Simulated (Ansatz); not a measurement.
## Graphene zigzag nanoribbon, H-capped, B on C sites (72 atoms): geometry optimisation

How does graphene zigzag nanoribbon, H-capped, B on C sites (72 atoms) relax, and what do bonds, charges and levels look like afterwards?

Method: Kohn-Sham DFT, LDA, PAW (set soft_2), plane waves, in Ansatz 0.2.0.

### Step 1. Set-up

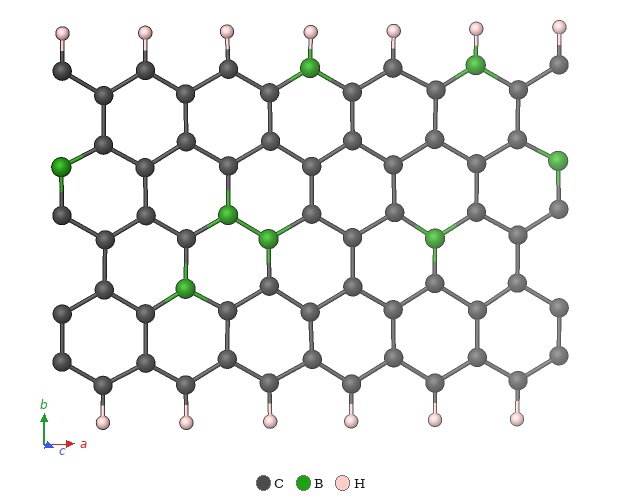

The cell as given, from the side, with the a axis across the page (carbon dark grey, boron green, hydrogen pink). Some periodic images of atoms are drawn too.

The cell holds 72 atoms: 53 C, 7 B and 12 H. Its edges and angles: a = 14.760 Å, b = 21.412 Å, c = 10.000 Å, α = 90.0°, β = 90.0°, γ = 90.0°. It derives from C (graphene). Graphene (a = 2.46 Å), rectangular cell with x along the zigzag direction; strip nominally 12.5 Å wide, 6 periods, edges capped with H, 10 Å of vacuum, 7 of 60 C replaced by B at random; not relaxed, displaced by a Gaussian of 0.02 Å. Regions: sheet, 60 atoms (53 C and 7 B); hydrogen, 12 atoms (12 H). Vacuum lies along b and c. The structure repeats along a.

Limits known from the start: The main run has no spin polarisation, so any moments at edges, vacancies or dangling bonds can't form in it. The electron count is odd and the run has no spin polarisation, so levels at the top are partly filled by construction. Sampling is at Γ alone, for a cell whose periodic width is 15 Å.

### Step 2. Single point at the start

The forces at the start show how far the geometry lies from a minimum of this functional.

Contents of input.yaml:

```yaml
crystal:
  lattice:
    - [14.76, 0.0, 0.0]
    - [0.0, 21.41183, 0.0]
    - [0.0, 0.0, 10.0]
  atoms:
    - { symbol: C, position: [0.99898, 0.31857, 0.50244] }
    - { symbol: C, position: [0.08204, 0.28586, 0.49822] }
    - { symbol: C, position: [0.08468, 0.41605, 0.49811] }
    - { symbol: C, position: [0.99949, 0.38403, 0.50248] }
    - { symbol: C, position: [0.99948, 0.51839, 0.49707] }
    - { symbol: C, position: [0.08574, 0.4847, 0.50503] }
    - { symbol: C, position: [0.08304, 0.61395, 0.49859] }
    - { symbol: B, position: [0.99808, 0.58452, 0.49814] }
    - { symbol: C, position: [0.99984, 0.7157, 0.49859] }
    - { symbol: C, position: [0.08377, 0.68138, 0.49575] }
    - { symbol: C, position: [0.16788, 0.3156, 0.5015] }
    - { symbol: C, position: [0.24856, 0.28499, 0.49785] }
    - { symbol: B, position: [0.24801, 0.41637, 0.49946] }
    - { symbol: C, position: [0.16706, 0.38294, 0.50219] }
    - { symbol: C, position: [0.16849, 0.51691, 0.50067] }
    - { symbol: C, position: [0.25003, 0.48465, 0.49896] }
    - { symbol: C, position: [0.24924, 0.61714, 0.50141] }
    - { symbol: C, position: [0.1664, 0.58245, 0.49956] }
    - { symbol: C, position: [0.16693, 0.71519, 0.50159] }
    - { symbol: C, position: [0.24801, 0.68247, 0.49982] }
    - { symbol: C, position: [0.33165, 0.31946, 0.50192] }
    - { symbol: C, position: [0.41658, 0.28627, 0.49826] }
    - { symbol: C, position: [0.41639, 0.41855, 0.50098] }
    - { symbol: C, position: [0.3325, 0.38561, 0.50119] }
    - { symbol: B, position: [0.33333, 0.51651, 0.50256] }
    - { symbol: B, position: [0.41481, 0.48282, 0.50127] }
    - { symbol: C, position: [0.41906, 0.61636, 0.50001] }
    - { symbol: C, position: [0.33447, 0.58347, 0.50002] }
    - { symbol: C, position: [0.33394, 0.71552, 0.50238] }
    - { symbol: C, position: [0.41757, 0.68247, 0.497] }
    - { symbol: C, position: [0.50333, 0.31768, 0.49729] }
    - { symbol: C, position: [0.58232, 0.28347, 0.49828] }
    - { symbol: C, position: [0.58399, 0.41633, 0.50472] }
    - { symbol: C, position: [0.49891, 0.38227, 0.49883] }
    - { symbol: C, position: [0.50178, 0.51613, 0.50056] }
    - { symbol: C, position: [0.58396, 0.48327, 0.49968] }
    - { symbol: C, position: [0.58359, 0.61584, 0.50385] }
    - { symbol: C, position: [0.50177, 0.58128, 0.50038] }
    - { symbol: B, position: [0.49883, 0.71567, 0.49877] }
    - { symbol: C, position: [0.58325, 0.68197, 0.5021] }
    - { symbol: C, position: [0.66753, 0.31838, 0.49427] }
    - { symbol: C, position: [0.74969, 0.28342, 0.50169] }
    - { symbol: C, position: [0.74951, 0.41931, 0.50099] }
    - { symbol: C, position: [0.66585, 0.38416, 0.49906] }
    - { symbol: C, position: [0.66872, 0.51684, 0.5011] }
    - { symbol: B, position: [0.75017, 0.4806, 0.4992] }
    - { symbol: C, position: [0.74963, 0.61598, 0.49835] }
    - { symbol: C, position: [0.66612, 0.58198, 0.49899] }
    - { symbol: C, position: [0.66494, 0.71418, 0.50184] }
    - { symbol: C, position: [0.75202, 0.68344, 0.50144] }
    - { symbol: C, position: [0.83527, 0.31753, 0.49818] }
    - { symbol: C, position: [0.91689, 0.2854, 0.50136] }
    - { symbol: C, position: [0.91624, 0.41829, 0.49542] }
    - { symbol: C, position: [0.83559, 0.38211, 0.49892] }
    - { symbol: C, position: [0.8332, 0.51592, 0.50085] }
    - { symbol: C, position: [0.91646, 0.48415, 0.50425] }
    - { symbol: C, position: [0.91567, 0.61422, 0.49971] }
    - { symbol: C, position: [0.8339, 0.58211, 0.49969] }
    - { symbol: B, position: [0.83224, 0.71665, 0.49766] }
    - { symbol: C, position: [0.91757, 0.68235, 0.50171] }
    - { symbol: H, position: [0.08127, 0.23489, 0.50288] }
    - { symbol: H, position: [0.00048, 0.7671, 0.49878] }
    - { symbol: H, position: [0.24952, 0.23339, 0.5009] }
    - { symbol: H, position: [0.16736, 0.76645, 0.49601] }
    - { symbol: H, position: [0.41835, 0.2336, 0.49985] }
    - { symbol: H, position: [0.3316, 0.76678, 0.4972] }
    - { symbol: H, position: [0.58126, 0.23255, 0.49994] }
    - { symbol: H, position: [0.49981, 0.76473, 0.49992] }
    - { symbol: H, position: [0.74983, 0.23305, 0.50095] }
    - { symbol: H, position: [0.66636, 0.765, 0.50369] }
    - { symbol: H, position: [0.91467, 0.23265, 0.50211] }
    - { symbol: H, position: [0.83305, 0.76629, 0.49996] }
kpoints:
  mp_grid: { grid: [1, 1, 1] }
hamiltonian:
  xc: lda
scf:
  occupations: { method: fermi_dirac, width: 0.025 }
output:
  forces: true
  populations: true
  dos:
    method: { smearing: { sigma: 0.15 } }
    de: 0.1
    projected:
      site_lists:
        B: [B]
        C: [C]
        H: [H]
        sheet: [0, 1, 2, 3, 4, 5, 6, 7, 8, 9, 10, 11, 12, 13, 14, 15, 16, 17, 18, 19, 20, 21, 22, 23, 24, 25, 26, 27, 28, 29, 30, 31, 32, 33, 34, 35, 36, 37, 38, 39, 40, 41, 42, 43, 44, 45, 46, 47, 48, 49, 50, 51, 52, 53, 54, 55, 56, 57, 58, 59]
        hydrogen: [60, 61, 62, 63, 64, 65, 66, 67, 68, 69, 70, 71]
  eigenvalues: true
```

Started as:

```sh
$ ansatz run input.yaml --threads 4 --pin off --max-ram 8192MiB --backend cpu --events-out ev --progress --plain --runs-dir out
```

What it wrote:

```text
Engine: ansatz 0.2.0, aarch64-unknown-linux-gnu
Pseudopotentials: kind: paw
Pseudopotential: C, paw, valence charge 4, recommended cutoff 420 eV (normal), C.paw.azcp
Pseudopotential: B, paw, valence charge 3, recommended cutoff 420 eV (normal), B.paw.azcp
Pseudopotential: H, paw, valence charge 1, recommended cutoff 420 eV (normal), H.paw.azcp
[... 3 lines on functional and potentials left out ...]
Crystal: 72 atoms, lattice volume = 3160.386 Å³
Basis set: ecut = 420 eV, 61875 PW (Γ)
Bands: 195, of which v1, the nominal top of the filled ones, is band 123 counted from 1 (122 counted from 0)
Symmetry: 1 space group operations
Space group: P1 (ITA 1), of the structure as read, at distance tolerance 1.5e-4 Å
k-points: 1
[... 9 lines on functional and potentials left out ...]
Initial density: superposition of atomic densities (neutral atoms: chi_scale 0, normalization atom), corrected by the library's trained network
Initial wavefunctions: pseudopotential atomic-orbital guess
Functional: x = slater, c = lda
SCF iter   1: F=—  HF=-14094.177749 eV  |F-HF|=—  |Δ(HF+E_count)|=         —  Δρ=8.00e-3  dr2=7.30e0  ethr=1.77e-3  ⟨swp⟩=7.0  Hψ=995  notcnv=0  defer=59
preconditioner: auto → LDOS  [insulator: Δε(μ)=0.865 eV  Ē_g=13.430 eV  σ=0.025 eV  W_gap=0.50  n_scr=292 (ndim 8)  ℏωp=10.3 eV  f_vac=0.745  D(μ)=20.00/eV (n_scr^D=64)  ε∞_Penn≈1.6  β→1.0]
SCF iter   2: F=—  HF=-14094.855293 eV  |F-HF|=—  |Δ(HF+E_count)|=   6.78e-1  Δρ=1.49e-2  dr2=1.74e1  ethr=1.77e-3  ⟨swp⟩=3.0  Hψ=355  notcnv=0  defer=66  recentre
SCF iter   3: F=—  HF=-14093.297130 eV  |F-HF|=—  |Δ(HF+E_count)|=    1.56e0  Δρ=4.45e-3  dr2=2.76e0  ethr=1.77e-3  ⟨swp⟩=3.0  Hψ=244  notcnv=0  defer=66
SCF iter   4: F=—  HF=-14093.017742 eV  |F-HF|=—  |Δ(HF+E_count)|=   2.79e-1  Δρ=3.08e-3  dr2=7.84e-1  ethr=1.13e-3  ⟨swp⟩=2.0  Hψ=226  notcnv=0  defer=66
SCF iter   5: F=—  HF=-14092.935767 eV  |F-HF|=—  |Δ(HF+E_count)|=   8.20e-2  Δρ=1.74e-3  dr2=2.89e-1  ethr=3.20e-4  ⟨swp⟩=2.0  Hψ=198  notcnv=0  defer=66
SCF iter   6: F=—  HF=-14092.909596 eV  |F-HF|=—  |Δ(HF+E_count)|=   2.62e-2  Δρ=1.08e-3  dr2=8.47e-2  ethr=1.18e-4  ⟨swp⟩=2.0  Hψ=202  notcnv=0  defer=66
SCF iter   7: F=—  HF=-14092.901582 eV  |F-HF|=—  |Δ(HF+E_count)|=   8.01e-3  Δρ=6.19e-4  dr2=2.82e-2  ethr=3.46e-5  ⟨swp⟩=2.0  Hψ=241  notcnv=0  defer=66
SCF iter   8: F=—  HF=-14092.899959 eV  |F-HF|=—  |Δ(HF+E_count)|=   1.62e-3  Δρ=3.73e-4  dr2=1.33e-2  ethr=1.15e-5  ⟨swp⟩=2.0  Hψ=217  notcnv=0  defer=66
SCF iter   9: F=—  HF=-14092.899012 eV  |F-HF|=—  |Δ(HF+E_count)|=   9.48e-4  Δρ=2.05e-4  dr2=4.92e-3  ethr=5.45e-6  ⟨swp⟩=3.0  Hψ=236  notcnv=0  defer=66
SCF iter  10: F=—  HF=-14092.899066 eV  |F-HF|=—  |Δ(HF+E_count)|=   5.41e-5  Δρ=1.42e-4  dr2=1.84e-3  ethr=2.01e-6  ⟨swp⟩=2.0  Hψ=140  notcnv=0  defer=66
[...]
SCF iter  12: F=—  HF=-14092.899021 eV  |F-HF|=—  |Δ(HF+E_count)|=   3.75e-6  Δρ=6.85e-5  dr2=4.22e-4  ethr=4.43e-7  ⟨swp⟩=2.0  Hψ=130  notcnv=0  defer=66
SCF iter  13: F=—  HF=-14092.899027 eV  |F-HF|=—  |Δ(HF+E_count)|=   6.40e-6  Δρ=4.50e-5  dr2=1.41e-4  ethr=1.72e-7  ⟨swp⟩=3.0  Hψ=235  notcnv=0  defer=66
SCF iter  14: F=—  HF=-14092.899055 eV  |F-HF|=—  |Δ(HF+E_count)|=   2.78e-5  Δρ=2.77e-5  dr2=4.13e-5  ethr=5.74e-8  ⟨swp⟩=2.0  Hψ=195  notcnv=0  defer=66
SCF iter  15: F=—  HF=-14092.899328 eV  |F-HF|=—  |Δ(HF+E_count)|=   2.73e-4  Δρ=1.75e-5  dr2=1.29e-5  ethr=1.69e-8  ⟨swp⟩=2.0  Hψ=300  notcnv=0  defer=66
SCF iter  16: F=—  HF=-14092.899334 eV  |F-HF|=—  |Δ(HF+E_count)|=   6.50e-6  Δρ=1.14e-5  dr2=5.31e-6  ethr=5.26e-9  ⟨swp⟩=2.0  Hψ=235  notcnv=0  defer=66
SCF iter  17: F=—  HF=-14092.899340 eV  |F-HF|=—  |Δ(HF+E_count)|=   6.13e-6  Δρ=7.07e-6  dr2=2.06e-6  ethr=2.17e-9  ⟨swp⟩=2.0  Hψ=195  notcnv=0  defer=66
SCF iter  18: F=—  HF=-14092.899343 eV  |F-HF|=—  |Δ(HF+E_count)|=   2.47e-6  Δρ=4.42e-6  dr2=1.04e-6  ethr=8.41e-10  ⟨swp⟩=2.0  Hψ=214  notcnv=0  defer=66
SCF iter  19: F=—  HF=-14092.899344 eV  |F-HF|=—  |Δ(HF+E_count)|=   1.22e-6  Δρ=2.72e-6  dr2=4.33e-7  ethr=4.26e-10  ⟨swp⟩=3.0  Hψ=236  notcnv=0  defer=66
SCF iter  20: F=—  HF=-14092.899345 eV  |F-HF|=—  |Δ(HF+E_count)|=   5.55e-7  Δρ=1.72e-6  dr2=2.00e-7  ethr=1.77e-10  ⟨swp⟩=2.0  Hψ=181  notcnv=0  defer=66
SCF iter  21: F=-14092.899345 eV  HF=-14092.899345 eV  |F-HF|=1.57e-7  |Δ(HF+E_count)|=   1.56e-7  Δρ=1.11e-6  dr2=8.42e-8  ethr=4.08e-11  ⟨swp⟩=33.0  Hψ=2239  notcnv=0
SCF 1 converged in 21 iterations: F = -14092.899345 eV  dr2 = 8.42e-8
  greatest PAW one-centre occupation: 0.699 electrons in one spin orbital (limit 2), on the C atom at site 15 (counted from 0), in its partial waves of l = 0
SCF converged after 21 iterations
Free energy (F): -14092.899345 eV
Harris-Foulkes:  -14092.899345 eV  (|F-HF|=1.57e-7)
Internal energy: -14092.855211 eV  (E = F + TS)
E sigma→0 (E₀):  -14092.877278 eV
Entropy (-TS):   -0.044134 eV (-0.613 meV/atom)
Fermi energy:    -3.360232 eV
--- Per-component energies (eV) ---
  E_band       = -2599.095321
  E_kinetic    = 5367.950852
  E_local      = -68447.215503  (includes V_loc(G=0)·N_el)
  E_nonlocal   = 1643.442155
  E_hartree    = 31406.758021
  E_xc         = -2849.785995
  E_vxc        = -3536.785452  (∫ρ·V_xc dr)
  E_paw        = -5389.349652  (= ΣΔE_a)
  E_vpaw       = -439.992599  (= ΣTr[D̂ρ^β])
  E_aug_tail   = -0.015515  (compensation charges beyond the density's cutoff)
  E_ewald      = 24171.709464
  E_core_change = 3.650963  (= ΣΔE_core)
  E_smearing   = -0.044134  (= −TS)
  E_closure    = -0.000000  (closes the sum)
  Σ components = -14092.899345   (vs F -14092.899345, Δ=0.00e0)
--- Forces (eV/Å), atoms counted from 1 ---
  atom   1  C      0.68666231    -1.52477945    -0.24293886
  atom   2  C      0.45107094     0.10218380     0.56514925
  atom   3  C     -0.50290045     0.62194549     1.02044804
  atom   4  C      0.08062030     2.02057024    -0.77206636
  atom   5  C      1.22186759    -4.99892598     0.98666407
  atom   6  C     -2.54243471    -1.15974548    -1.14416560
  atom   7  C      3.56333507     3.65111270    -0.22555841
  atom   8  B      1.45131200    -2.35903604    -0.08777125
  atom   9  C     -0.06613799    -2.12261466    -0.02229498
  atom  10  C      0.80202190     1.17757211     0.55933595
  atom  11  C     -2.77496563     1.30718847    -0.35393922
  atom  12  C      1.78612385    -0.41266884     0.50497715
  atom  13  B      0.41797453     2.54791594     0.02849628
  atom  14  C     -3.54583860    -2.10311944    -0.21667154
[...]
atom  71  H      0.26066381     1.02531423    -0.00746478
  atom  72  H     -0.01259950     4.65051951    -0.03274387
  max |Σ_I F_I| component: 4.15e-4 eV/Å
--- Band table (eV) ---
  k-point 0: bands = ["-21.0673", "-20.7089", "-20.3435", "-20.2963", [... 179 levels ...], "4.0014", "4.0240", "4.0820", "4.1230", "4.1659", "4.1806", "4.2176", "4.3065", "4.3788", "4.3989", "4.4386", "4.4787"]
--- Löwdin populations: 72 sites ---
  site symbol       q [e]
     0      C      3.9530
     1      C      4.0761
     2      C      3.9364
[...]
71      H      0.9351
  spilling = 0.011265 (of n_electrons = 245.000000)
```

Wall time 29 s (4 threads of Arm Neoverse V2, shared host); peak memory 2.1 GiB.

Numbers from this run:

```
free energy                             : -14092.8993 eV
free energy per atom                    : -195.7347 eV/atom
SCF cycles                              : 21
r.m.s. force component                  : 1.944 eV/Å
longest force                           : 11.61 eV/Å
Fermi energy                            : -3.36 eV
levels partly filled by over 2 per cent : 2
spilling of the projection              : 0.01127
```

The r.m.s. force component of 1.9 eV/Å sets the starting point.

Length of the force by element:

| element | coordination | atoms | mean length of the force (eV/Å) | spread | least | most |
| --- | --- | --- | --- | --- | --- | --- |
| B | all | 7 | 4.14 | 1.88 | 2.01 | 6.87 |
| C | all | 53 | 2.77 | 2.01 | 0.269 | 11.6 |
| H | all | 12 | 1.17 | 1.70 | 0.116 | 5.18 |

(Continued in part 2 of 3.)

[Logs are printed without paths, hosts, clocks, repeated set-up lines and the standing remarks that a program may print on its own settings, such as how far it seeks lower states.]

[Hosts, paths, dates, database ids (printed as entryN), source tags and the programs' standing remarks are cut or masked in the printed files.]
